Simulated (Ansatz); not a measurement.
ClGaHO···H₂ (doublet)

Input file:

```
crystal:
  periodic: [false, false, false]
  atoms:
    - { symbol: Ga, position_ang: [0.0, 0.0, 0.0] }
    - { symbol: H, position_ang: [0.0, 0.0, 1.82] }
    - { symbol: O, position_ang: [1.5501, 0.0, -0.895] }
    - { symbol: H, position_ang: [1.85, -0.9519, -1.0499] }
    - { symbol: Cl, position_ang: [-1.9398, 0.0, -1.12] }
    - { symbol: H, position_ang: [0.0, 0.0, 2.78] }
magnetization:
  spin_polarized: true
  initial_magnetization: 1
basis:
  gaussian: { orbitals: def2-SVP }
hamiltonian:
  xc: pbe
relax:
  f_tol: 0.15
  max_steps: 25
  restrain:
    - { distance: [1, 5], at: 0.66, k: 30.0 }
    - { distance: [0, 1], at: 2.77, k: 30.0 }
output:
  orbitals: {}
```

Run with:

```sh
ansatz run input.yaml --threads 2 --pin off --max-ram 3072MiB --backend cpu --events-out ev --progress --plain --runs-dir out
```

The fields are those of the run's last geometry, not of the input's.

Not at a stationary point (largest force 1.9 eV/Å).

All numbers below come from UKS PBE/def2-SVP (Ansatz 0.2.0).

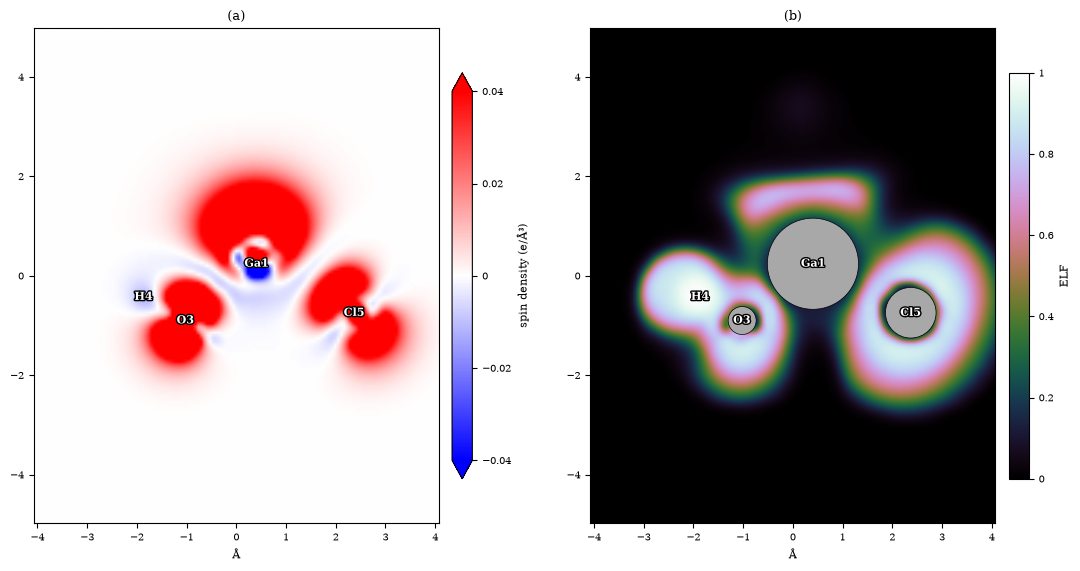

Figure 1. (a) spin density; (b) ELF on the plane of atoms O3, Ga1 and Cl5. Grey discs cover the atomic cores in the ELF map.

Read the bonding off the picture.

Answer.
- The plane passes through Ga, O, H and Cl nuclei.
- Ga–O (1.82 Å): the ELF peaks at about 0.85 in the valence shell of O, 0.6 Å from its nucleus, and is about 0.25 at the midpoint.
- Ga–Cl (2.20 Å): the ELF peaks at about 0.80 in the valence shell of Cl, 0.8 Å from its nucleus, and is about 0.50 at the midpoint.
- O–H (0.98 Å): the ELF climbs to about 1 towards the hydrogen, as it does in any bond to H; an ordinary covalent bond to hydrogen.
- The ELF also peaks beside Cl5 and O3, away from the bonds: non-bonding electrons, paired or unpaired.
- The unpaired spin (1 electron) lies mostly on Ga1 (about 0.6), O3 (about 0.2) and Cl5 (about 0.2), in electrons by Hirshfeld's partition.

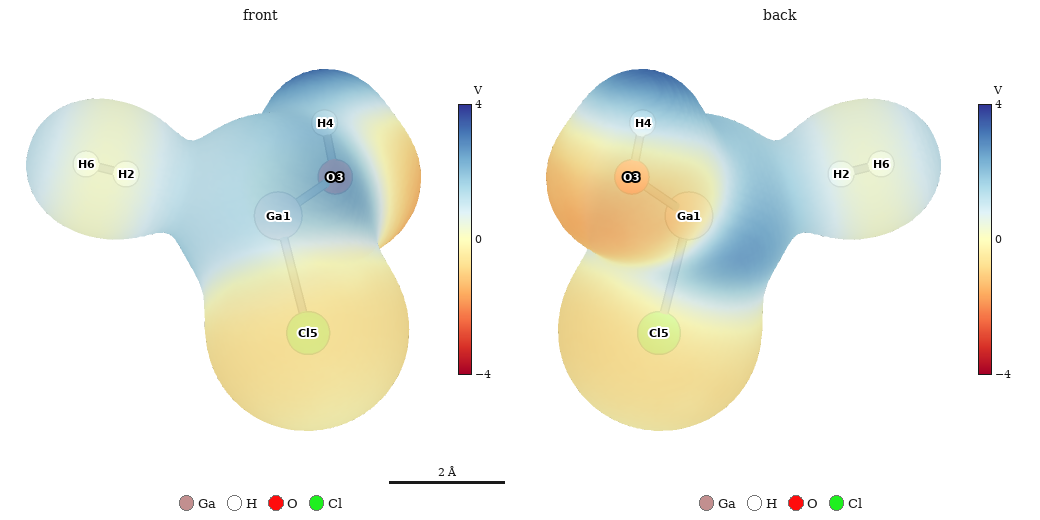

Figure 2. The molecular electrostatic potential painted on the density surface at 0.004 e/bohr³, seen from the front and from behind; the colour scale runs from red (negative) to blue (positive).

Which sites attract a positive test charge, and which a negative one?

Answer. A positive charge is drawn to the negative regions and a negative charge to the positive ones. The most negative region (about −1.5 V) lies over O3, the most positive (about +3.2 V) over H4. O3 is the likeliest acceptor of a hydrogen bond.

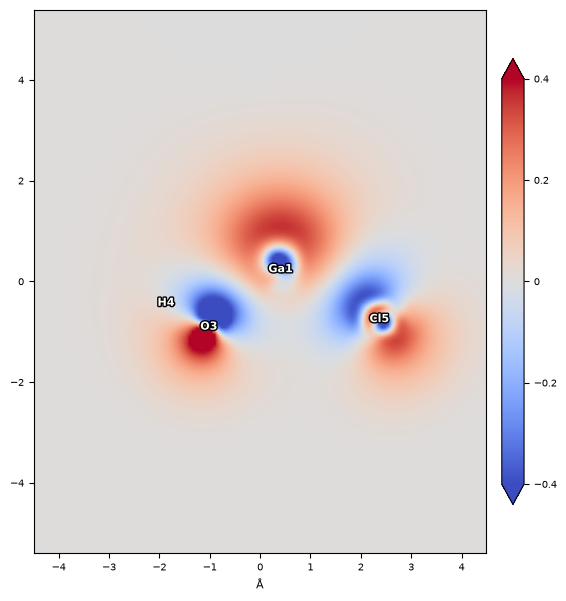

Figure 3. The LUMO (β) on the plane of atoms O3, Ga1 and Cl5 (values in Å⁻³ᐟ²; the overall sign is arbitrary).

What is the character of this orbital?

Answer. It lies mainly on Ga1 (about 55 %), O3 (about 20 %) and Cl5 (about 20 %). Its energy is −4.53 eV.
